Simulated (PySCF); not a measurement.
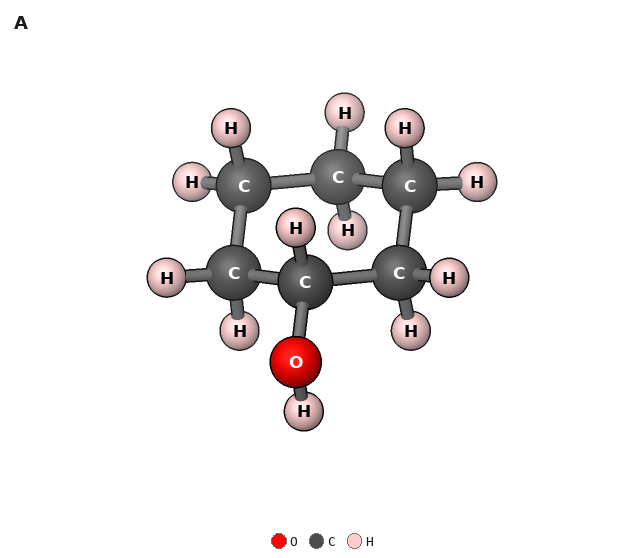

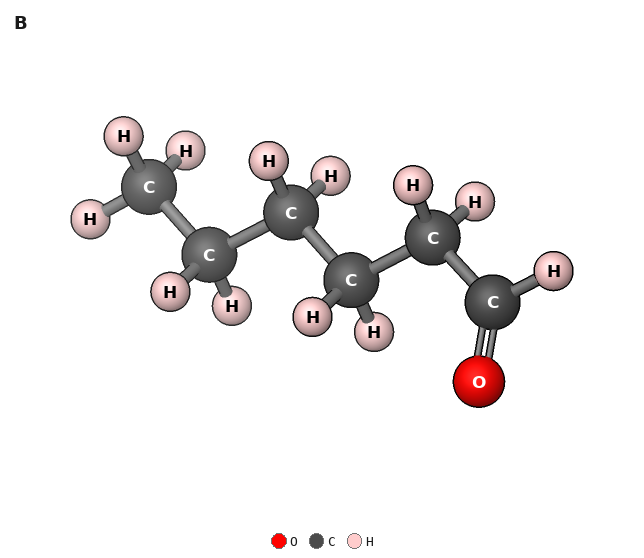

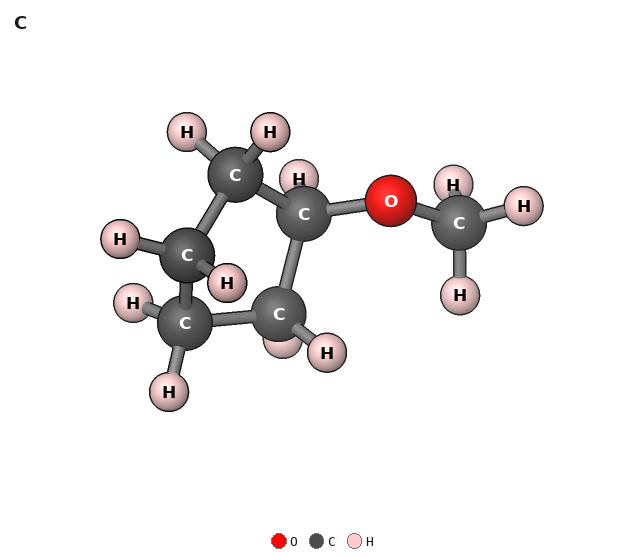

3 stationary structures of one formula. Geometries: PBE0-D3(BJ)/def2-SVP. Electronic energies: PBE0-D3(BJ)/def2-SVP (PySCF 2.14.0), without zero-point energy. No frequency run is at hand to confirm each as a minimum. Each is one conformer, not always the lowest.

How are they related?

Answer. They are constitutional isomers of C6H12O: A `OC1CCCCC1`, B `CCCCCC=O`, C `COC1CCCC1`.

Which is lowest in energy, and by how much?

Answer. A is lowest; B lies 0.570 eV above it, C lies 0.715 eV above it.
